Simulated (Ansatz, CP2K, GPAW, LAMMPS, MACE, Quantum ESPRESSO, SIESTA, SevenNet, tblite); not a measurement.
# GPAW runs on glassy 70P2O5-10Al2O3-20CaO (mol %) (58 atoms), part 2 of 2

Aim: run glassy 70P2O5-10Al2O3-20CaO (mol %) (58 atoms) in GPAW and see how near its forces come to a plane-wave reference, and at what cost.

Program: GPAW 26.7.0; the method stands at each step. Banners, paths, timers and routine set-up lines are dropped from the logs unmarked, and long logs keep their key lines alone; longer cuts are marked.

So far. Step 2 (PBE, LCAO dzp, h 0.18 Å): Forces lie 34 % from the reference's, at 3.1 times its CPU time (on 1 against 4 cores). Step 3 (revPBE, LCAO dzp, h 0.18 Å): Against the first run (34 %), the force difference from the reference is 36 %, at 0.99 times the CPU time; the model has changed, so this is no error of the program alone.

**4. PBE, LCAO dzp, h 0.22 Å**

Method: Kohn-Sham DFT, PBE, PAW, atomic orbitals (dzp).

The input, run.py:

```python
import numpy as np
from ase.io import read
from gpaw import GPAW, FermiDirac

atoms = read("structure.xyz")
atoms.calc = GPAW(
    mode="lcao",
    basis="dzp",
    h=0.22,
    xc="PBE",
    kpts={"size": (1, 1, 1), "gamma": True},
    occupations=FermiDirac(0.05),
    maxiter=200,
    symmetry={"point_group": False},
    txt="gpaw.txt",
)
energy = atoms.get_potential_energy(force_consistent=True)
forces = atoms.get_forces()
print(f"energy {energy:.6f} eV")
print("forces (eV/A)")
for i, (a, f) in enumerate(zip(atoms, forces)):
    print(f"{i:4d} {a.symbol:2s} {f[0]:10.5f} {f[1]:10.5f} {f[2]:10.5f}")
print(f"Fermi level {atoms.calc.get_fermi_level():.4f} eV")
for k in range(len(atoms.calc.get_ibz_k_points())):
    for s in range(atoms.calc.get_number_of_spins()):
        e = atoms.calc.get_eigenvalues(kpt=k, spin=s)
        n = np.searchsorted(e, atoms.calc.get_fermi_level())
        print(f"k {k} spin {s} levels about the Fermi level:", np.round(e[max(n - 6, 0):n], 4).tolist(), "|", np.round(e[n:n + 6], 4).tolist())
```

The input, structure.xyz:

```xyz
58
Lattice="9.33176 0.00000 0.00000 0.00000 9.33176 0.00000 0.00000 0.00000 9.33176" Properties=species:S:1:pos:R:3 pbc="T T T"
[... 58 atom lines left out: the same atoms as in the first run ...]
```

On the command line:

```sh
$ OMP_NUM_THREADS=1 python run.py > output.txt
```

Output:

```text
energy -359.128117 eV
forces (eV/A)
   0 P     4.88747   -0.29171    0.44002
   1 P    -0.66114   -3.91432    1.15461
   2 P     0.28373    2.13758   -3.02053
   3 P    -2.81066   -0.41647   -3.82230
   4 P     1.55562    1.46041    0.22590
   5 P    -1.97200   -0.25056    2.40372
   6 P     2.91642    3.17963   -0.82548
   7 P     2.15788   -0.69687    1.04605
   8 P     1.72211    0.17931    0.93153
   9 P    -2.89954    0.09159    5.43266
  10 P    -1.74610   -2.86282   -0.97261
  11 P     4.10877    0.79650    1.53021
[...]
53 O     2.26624    3.10760   -0.75161
  54 O    -0.97750   -1.26115   -0.51174
  55 O     0.06220   -0.19596   -0.82790
  56 O    -0.63773    0.01590    2.77804
  57 O     1.75928    0.19853    0.65116
Fermi level 4.1502 eV
k 0 spin 0 levels about the Fermi level: [2.2048, 2.2577, 2.5485, 3.0389, 3.4784, 3.9498] | [4.3505, 5.4153, 6.1933, 6.6491, 6.7879, 7.0544]
```

gpaw.txt:

```text
Input parameters:
  mode=LCAO(),
  basis={'default': 'dzp'},
  h=0.22,
  kpts=MonkhorstPack(size=(1, 1, 1), gamma=True),
  maxiter=200,
  occupations=Occupations(name='fermi-dirac', width=0.05, fixmagmom=False),
  symmetry=Symmetry(point_group=False),
  xc=XC(name='PBE')
[... lines left out ...]
  Fermi-Dirac:
[... lines left out ...]
convergence criteria:
- Maximum [total energy] change in last 3 cyles: 0.0005 eV / valence electron
[... lines left out ...]
Converged in 11 steps
[... lines left out ...]
  Free energy:    -359.128117
[... lines left out ...]
Fermi level: 4.150
[... lines left out ...]
|          0 |       -37.337 |     2.000 |
|        ... |               |           |
|        160 |         1.889 |     2.000 |
|        161 |         2.124 |     2.000 |
[...]
|        175 |         7.383 |     0.000 |
|        ... |               |           |
|        205 |        10.366 |     0.000 |
Gap: 0.401 eV
Transition (v -> c):
  (s=0, k=0, n=167, [0.00, 0.00, 0.00]) -> (s=0, k=0, n=168, [0.00, 0.00, 0.00])
No difference between direct/indirect transitions
Force computation time: 6.289  # s
timing:  # [seconds]
  Total:  44.500  # ━━━━━━━━━━━━━━━━━━━━━━━━━━━━━━━━━━━━━━━━━━━━━━━━━━━━━━━━━
  Init:    4.901  # ━━━━━━╸
  SCF:    33.288  # ━━━━━━━━━━━━━━━━━━━━━━━━━━━━━━━━━━━━━━━━━━╸
  Forces:  6.289  # ━━━━━━━━
```

Elapsed: 46 s, on 1 thread of Arm Neoverse V2, shared host; peak memory 0.69 GiB.

Against the reference:

| Property | Result |
| --- | --- |
| r.m.s. force component | 1.94 eV/Å |
| r.m.s. difference of force components | 577.4 meV/Å |
| longest difference of force vectors | 1832 meV/Å |
| force difference over r.m.s. force | 33.94 % |
| slope of forces against the reference's | 1.093 |
| correlation of force components | 0.9582 |
| gap (highest filled to lowest empty level) | 0.4007 eV |
| gap difference | -0.2952 eV |
| energy less the same-level run's | 124.9 meV/atom |
| r.m.s. force difference from the same-level run | 96.84 meV/Å |

This is a coarse setting, run to see what it loses.

Against the first run (34 %), the force difference from the reference is 34 %, at 0.71 times the CPU time: the change moves forces by 97 meV/Å r.m.s., so most of the difference comes from elsewhere.

The difference per atom is largest on O (1.1 eV/Å on average, against 0.36 on P). The forces add up to 1.0 eV/Å instead of zero, usually a sign of too coarse a grid.

**5. The ladder**

Differences are against the plane-wave reference, forces as r.m.s. over components; share is that over the reference's r.m.s. force, slope the least-squares factor from reference forces to these. Total energies of different programs have different zeros and aren't compared.

```tsv
run	Δ force, r.m.s. (meV/Å)	share (%)	slope	Δ gap (eV)	cores	CPU time	memory (GiB)
reference	-	-	-	-	4	21 s	0.85
GPAW PBE, LCAO dzp, h 0.18 Å	571	33.6	1.095	-0.296	1	64 s	1
GPAW revPBE, LCAO dzp, h 0.18 Å	613	36.0	1.110	-0.291	1	64 s	1.0
GPAW PBE, LCAO dzp, h 0.22 Å (coarse)	577	33.9	1.093	-0.295	1	46 s	0.69
```

Rows marked coarse were listed beforehand as settings not expected to be converged; some can still land near the reference.

CPU time is summed over cores on a shared host, where runs went side by side, so it is rough. Symmetry, cutoffs, thresholds, outputs and thread counts weren't matched or tuned between programs; memory under MPI is the largest rank's times the ranks.

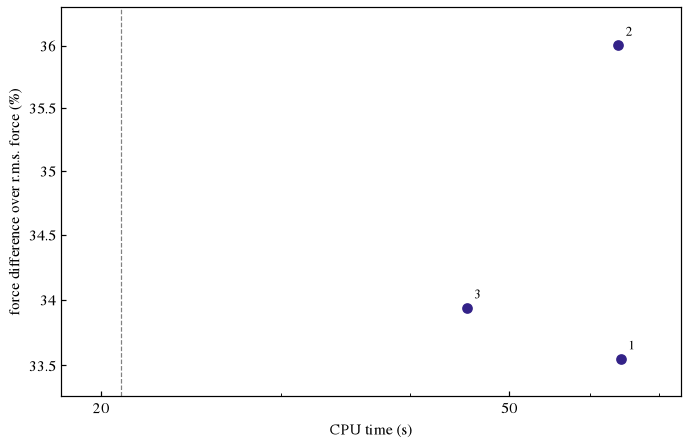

Force difference against CPU time; the dashed line marks the reference's time. Points: 1 GPAW PBE, LCAO dzp, h 0.18 Å; 2 GPAW revPBE, LCAO dzp, h 0.18 Å; 3 GPAW PBE, LCAO dzp, h 0.22 Å.

Within one program, basis, potentials and functional, energies share a zero. Each run against its twin at the usual cutoff or grid and solver:

```tsv
run	twin	Δ energy (meV/atom)	Δ force, r.m.s. (meV/Å)	CPU time over the twin's
GPAW PBE, LCAO dzp, h 0.22 Å	LCAO dzp, h 0.18 Å	125	96.8	0.71
```

**6. Results**

```yaml
nearest_in_forces: a tie at 34 % of 2 runs: GPAW PBE, LCAO dzp, h 0.18 Å; GPAW PBE, LCAO dzp, h 0.22 Å (coarse)
```

**Reading.** The PBE run in local orbitals, coarse settings apart, differs by 34 % (GPAW PBE, LCAO dzp, h 0.18 Å); basis, grid and potentials can all enter. Rows with another functional or a dispersion term differ by 36 % (GPAW revPBE, LCAO dzp, h 0.18 Å), which mixes the change of model with differences of basis and potentials. Runs with settings chosen to be coarse differ by 34 % (GPAW PBE, LCAO dzp, h 0.22 Å), their programs' other errors included. None of the electronic-structure runs in the table takes under half the reference's CPU time of 21 s; they take 2.2 to 3.1 times as much. At the same functional, the gap of these runs lies 0.30 eV below the reference's 0.696 eV. The quench rate of 5 K/ps is many orders above laboratory rates, so the cell is likely richer in defects and strain than a real sample. The network of bonds at the start is that of the classical potential that made the cell, and needn't be the one that DFT or experiment would give. The reference's stress is far from hydrostatic: its diagonal is 2.5, 2.9, -0.6 GPa, compression counted positive. The electronic-structure runs sample only Γ, in a cell whose shortest periodic width is 9 Å.

[Also dropped from logs without a mark: logging warnings of Python, and SIESTA's first energy breakdown and zero terms.]

[Logs are printed without paths, hosts, clocks, repeated set-up lines and the standing remarks that a program may print on its own settings, such as how far it seeks lower states.]

[Hosts, paths, dates, database ids (printed as entryN), source tags and the programs' standing remarks are cut or masked in the printed files.]
